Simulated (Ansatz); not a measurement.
**BH₂O (doublet): correlated methods under varied settings at distance O2–H4 = 0.846 Å**

What do other methods and options give for BH₂O (doublet) at this geometry, and how long do they take?

Method: the settings change from run to run; program: Ansatz 0.2.0, Gaussian basis.

39 further runs of the same task are left out: 12 for a known fault of the program, 3 for a mislabelled method, 19 that didn't finish, 5 set aside as unsound or not needed.

## 1. The system

The geometry derives from a PBE0/def2-TZVP stationary point (not a proven minimum). One bond is set to the value named and the two fragments are kept rigid.

4 atoms, charge 0, spin multiplicity 2.

Atoms are counted from 1 here; the program's logs count them from 0.

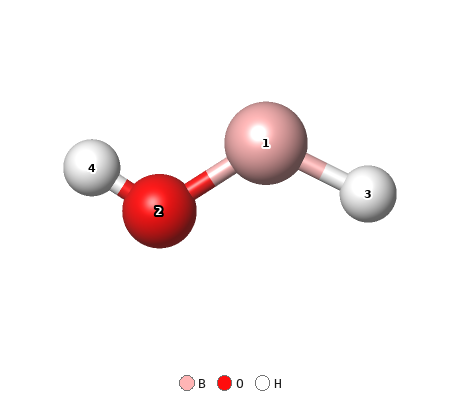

The structure; boron pink, oxygen red, hydrogen white; atoms are numbered from 1 in the order of the file.

## 2. BCCD on UHF/cc-pVDZ

Contents of in.yaml:

```yaml
crystal:
  periodic: [false, false, false]
  atoms:
    - {symbol: B, position_ang: [0.000000, -0.241438, 0.738854]}
    - {symbol: O, position_ang: [0.000000, 0.157722, -0.533034]}
    - {symbol: H, position_ang: [0.000000, 0.555963, 1.636501]}
    - {symbol: H, position_ang: [0.000000, -0.469914, -1.100299]}
basis:
  gaussian: {orbitals: cc-pVDZ}
magnetization: {spin_polarized: true, initial_magnetization: 1}
correlation: {method: bccd, electrons: outside_noble_gas}
scf: {lower_state_search: light}
output: {forces: true}
```

Started as:

```bash
$ ansatz run in.yaml --threads 1 --pin off --events-out ev --progress --plain --max-ram 2393MiB
```

Log (excerpt; [...] marks lines left out):

```text
Functional definition: HF
  name "HF"
  cite "Fock, Z. Phys. 61, 126 (1930) doi:10.1007/BF01340294"
  parent pbe
[...]
344 factors; integrals over basis functions are off by at most 1.2e-3 eV
[...]
mean field -2739.65344071 eV, -100.6804069421 hartree, gradient 2.6e-6 eV, S^2 0.753287; 1 other end points of the search recorded, 0 dependent functions left out
determinant -2739.65344071 eV, -100.6804069421 hartree, with singles and doubles -2746.91790739 eV, -100.9473711688 hartree
determinant -2736.68208554 eV, -100.5712116538 hartree, with singles and doubles -2744.09130819 eV, -100.8434955643 hartree
2 core orbitals not correlated: weight in the atoms' cores, before any rotation towards them, 1.000 or more for the frozen orbitals, at most 0.000 for the correlated occupied ones
reference -2739.65344071 eV, -100.6804069421 hartree; 6, 5 occupied and 30, 31 virtual orbitals, 344 factors
second order -6.78699669 eV of doubles, -0.00000000 eV of singles
cycle   1  -7.24602571 eV  change    1.8e-2 eV  update   9.7e-3
[...]
cycle  10  -7.24645884 eV  change    4.1e-7 eV  update   5.9e-7
[...]
Total energy: -2746.89989954 eV, -100.9467093925 hartree
Atom 0 at     0.000000    -0.241438     0.738854 Å, force    -0.000000    -0.342960     0.402160 eV/Å
Atom 1 at     0.000000     0.157722    -0.533034 Å, force    -0.000000     7.329634     5.863618 eV/Å
Atom 2 at     0.000000     0.555963     1.636501 Å, force     0.000000     0.174782     0.227445 eV/Å
Atom 3 at     0.000000    -0.469914    -1.100299 Å, force    -0.000000    -7.161457    -6.493224 eV/Å
Dipole moment:    -0.000000    -0.142178    -0.252683 e Å
```

Wall time 2.4 s (1 thread of Arm Neoverse V1, shared host).

From the report: ⟨S²⟩ of the determinant 0.753 (pure doublet: 0.75); correlation -7.2465 eV; largest double amplitude 0.04.

## 3. BCCD(T) on ROHF/cc-pVDZ

Changes to in.yaml since step 2:

```diff
@@ -9,5 +9,4 @@
   gaussian: {orbitals: cc-pVDZ}
-magnetization: {spin_polarized: true, initial_magnetization: 1}
-correlation: {method: bccd, electrons: outside_noble_gas}
-scf: {lower_state_search: light}
-output: {forces: true}
+magnetization: {spin_polarized: false, initial_magnetization: 1}
+correlation: {method: bccd_t, electrons: outside_noble_gas}
+scf: {lower_state_search: full}
```

Launched as before.

Log (excerpt; [...] marks lines left out):

```text
Functional definition: HF
  name "HF"
  cite "Fock, Z. Phys. 61, 126 (1930) doi:10.1007/BF01340294"
  parent pbe
[...]
344 factors; integrals over basis functions are off by at most 1.2e-3 eV
[...]
mean field -2739.61984212 eV, -100.6791722168 hartree, gradient 2.6e-6 eV, S^2 0.750000; 6 other end points of the search recorded, 0 dependent functions left out
determinant -2739.61984212 eV, -100.6791722168 hartree, with singles and doubles -2746.91764044 eV, -100.9473613587 hartree
determinant -2736.52954017 eV, -100.5656057150 hartree, with singles and doubles -2744.09260150 eV, -100.8435430924 hartree
2 core orbitals not correlated: weight in the atoms' cores, before any rotation towards them, 1.000 or more for the frozen orbitals, at most 0.000 for the correlated occupied ones
reference -2739.61984212 eV, -100.6791722168 hartree; 6, 5 occupied and 30, 31 virtual orbitals, 344 factors
second order -6.79268666 eV of doubles, -0.02207910 eV of singles
cycle   1  -7.27951656 eV  change    1.8e-2 eV  update   1.0e-2
[...]
cycle   8  -7.27989717 eV  change    6.2e-8 eV  update   6.0e-6
perturbative correction -0.18327800 eV, -0.0067353423 hartree
Total energy: -2747.08301729 eV, -100.9534388455 hartree
```

It took 1.5 s on 1 thread of Arm Neoverse V1, shared host.

From the report: correlation -7.4632 eV; largest double amplitude 0.04.

## 4. CCSDT on ROHF/cc-pVDZ

Changes to in.yaml since step 3:

```diff
@@ -10,3 +10,3 @@
 magnetization: {spin_polarized: false, initial_magnetization: 1}
-correlation: {method: bccd_t, electrons: outside_noble_gas}
+correlation: {method: ccsdt, electrons: outside_noble_gas, diis_vectors: 12}
 scf: {lower_state_search: full}
```

Same command.

Log (excerpt; [...] marks lines left out):

```text
Functional definition: HF
  name "HF"
  cite "Fock, Z. Phys. 61, 126 (1930) doi:10.1007/BF01340294"
  parent pbe
[...]
675 factors; integrals over basis functions are off by at most 1.3e-7 eV
[...]
mean field -2739.61987176 eV, -100.6791733060 hartree, gradient 2.6e-6 eV, S^2 0.750000; 6 other end points of the search recorded, 0 dependent functions left out
determinant -2739.61987176 eV, -100.6791733060 hartree, with singles and doubles -2746.91766508 eV, -100.9473622640 hartree
determinant -2736.52959029 eV, -100.5656075568 hartree, with singles and doubles -2744.09264302 eV, -100.8435446181 hartree
2 core orbitals not correlated: weight in the atoms' cores, before any rotation towards them, 1.000 or more for the frozen orbitals, at most 0.000 for the correlated occupied ones
reference -2739.61987176 eV, -100.6791733060 hartree; 6, 5 occupied and 30, 31 virtual orbitals, 675 factors
second order -6.79271111 eV of doubles, -0.02207918 eV of singles
cycle   1  -7.04982795 eV  change   -2.3e-1 eV  update   7.6e-2
[...]
cycle  15  -7.47680842 eV  change    3.5e-8 eV  update   9.5e-7
Total energy: -2747.09668018 eV, -100.9539409476 hartree
```

Run time: 8.5 s. Hardware: 1 thread of Arm Neoverse V1, shared host.

From the report: correlation -7.4768 eV; T1 0.019; largest double amplitude 0.05.

## 5. CISD/pcseg-2

Changes to in.yaml since step 4:

```diff
@@ -8,5 +8,6 @@
 basis:
-  gaussian: {orbitals: cc-pVDZ}
+  gaussian: {orbitals: pcseg-2}
 magnetization: {spin_polarized: false, initial_magnetization: 1}
-correlation: {method: ccsdt, electrons: outside_noble_gas, diis_vectors: 12}
-scf: {lower_state_search: full}
+correlation: {active_space: {ras: {orbitals: [5, 1, 80], electrons: 11, max_holes: 2, max_particles: 2}, fixed_orbitals: true}}
+accuracy: high
+scf: {lower_state_search: off}
```

The command is unchanged.

Log:

```text
Functional definition: HF
  name "HF"
  cite "Fock, Z. Phys. 61, 126 (1930) doi:10.1007/BF01340294"
  parent pbe
  exchange = exact_x
  correlation = 0
these checks for a lower state are left out or cut short: stability, starts, cluster_reference, orbital_swaps, neighbouring_geometries, increment
1467 factors; integrals over basis functions are off by at most 3.2e-9 eV
mean field evaluation 1: about -2738.0936 eV, gradient 3.4e1 eV
mean field evaluation 2: about -2738.0969 eV, gradient 3.4e1 eV
mean field evaluation 4: about -2740.5480 eV, gradient 2.8e0 eV
mean field evaluation 8: about -2740.6015 eV, gradient 1.5e-1 eV
mean field evaluation 16: about -2740.6017 eV, gradient 1.8e-8 eV
mean field -2740.60169754 eV, -100.7152547381 hartree, gradient 1.8e-8 eV, S^2 0.750000; 0 other end points of the search recorded, 0 dependent functions left out
reference -2740.60169754 eV, -100.7152547381 hartree; 8, 7 occupied and 80, 81 virtual orbitals, 1467 factors
state -2748.93492385 eV, -101.0214951566 hartree
Total energy: -2748.93492385 eV, -101.0214951566 hartree
Checks for a lower state left out: stability, starts, cluster_reference, orbital_swaps, neighbouring_geometries, increment
```

Wall time 21 s (1 thread of Arm Neoverse V1, shared host); peak memory 0.45 GiB.

From the report: 216,434 determinants.

## 6. CCSDTQ on UHF/STO-3G

Contents of in.yaml:

```yaml
crystal:
  periodic: [false, false, false]
  atoms:
    - {symbol: B, position_ang: [0.000000, -0.241438, 0.738854]}
    - {symbol: O, position_ang: [0.000000, 0.157722, -0.533034]}
    - {symbol: H, position_ang: [0.000000, 0.555963, 1.636501]}
    - {symbol: H, position_ang: [0.000000, -0.469914, -1.100299]}
basis:
  gaussian: {orbitals: STO-3G}
magnetization: {spin_polarized: true, initial_magnetization: 1}
correlation: {method: ccsdtq, electrons: outside_noble_gas}
scf: {lower_state_search: off}
output: {forces: true}
```

Same command.

Log (excerpt; [...] marks lines left out):

```text
Functional definition: HF
  name "HF"
  cite "Fock, Z. Phys. 61, 126 (1930) doi:10.1007/BF01340294"
  parent pbe
[...]
187 factors; integrals over basis functions are off by at most 4.0e-8 eV
[...]
mean field -2702.00806955 eV, -99.2969650690 hartree, gradient 2.0e-6 eV, S^2 0.753864; 0 other end points of the search recorded, 0 dependent functions left out
2 core orbitals not correlated: weight in the atoms' cores, before any rotation towards them, 1.000 or more for the frozen orbitals, at most 0.000 for the correlated occupied ones
reference -2702.00806955 eV, -99.2969650690 hartree; 6, 5 occupied and 4, 5 virtual orbitals, 187 factors
second order -1.78578366 eV of doubles, -0.00000000 eV of singles
cycle   1  -2.01794714 eV  change   -2.3e-1 eV  update   8.0e-2
[...]
cycle  15  -2.36844516 eV  change    5.8e-7 eV  update   1.1e-6
[...]
Total energy: -2704.37651471 eV, -99.3840038233 hartree
Atom 0 at     0.000000    -0.241438     0.738854 Å, force    -0.000000    -0.378301     0.628287 eV/Å
Atom 1 at     0.000000     0.157722    -0.533034 Å, force    -0.000000    11.670944     9.762196 eV/Å
Atom 2 at     0.000000     0.555963     1.636501 Å, force     0.000000    -0.047601    -0.464153 eV/Å
Atom 3 at     0.000000    -0.469914    -1.100299 Å, force    -0.000000   -11.245042    -9.926330 eV/Å
Dipole moment:     0.000000    -0.250667    -0.321521 e Å
Checks for a lower state left out: starts, cluster_reference, orbital_swaps, neighbouring_geometries, increment
```

Run time: 83 s. Hardware: 1 thread of Arm Neoverse V1, shared host; peak memory 0.59 GiB.

From the report: ⟨S²⟩ of the determinant 0.754 (pure doublet: 0.75); correlation -2.3684 eV; T1 0.020; largest double amplitude 0.08.

## 7. All runs side by side

Where basis and cores are those of an earlier UCCSDT(Q)/cc-pVDZ run (-2747.1117 eV), and the state is the same kind, the miss against it is given.

```csv
level,correlated,functions,energy (eV),from UCCSDT(Q) (meV),time
BCCD on UHF/cc-pVDZ,outside noble gas,38,-2746.8999,211.8,2.4 s
BCCD(T) on ROHF/cc-pVDZ,outside noble gas,38,-2747.0830,28.6,1.5 s
CCSDT on ROHF/cc-pVDZ,outside noble gas,38,-2747.0967,15.0,8.5 s
CISD/pcseg-2,outside noble gas,88,-2748.9349,,21 s
CCSDTQ on UHF/STO-3G,outside noble gas,12,-2704.3765,,83 s
```

## 8. Outcome

| quantity | value |
| --- | --- |
| runs | 5 |
| quickest | BCCD(T) on ROHF/cc-pVDZ, 1.5 s |
| slowest | CCSDTQ on UHF/STO-3G, 83 s |

Total energies in different bases, with other cores or another treatment of relativity can't be set against each other. CCSDTQ on UHF/STO-3G took 54 times as long as BCCD(T) on ROHF/cc-pVDZ; the jobs differ in more than the method. Among the correlated runs with a miss given, it spans +15 to +212 meV.
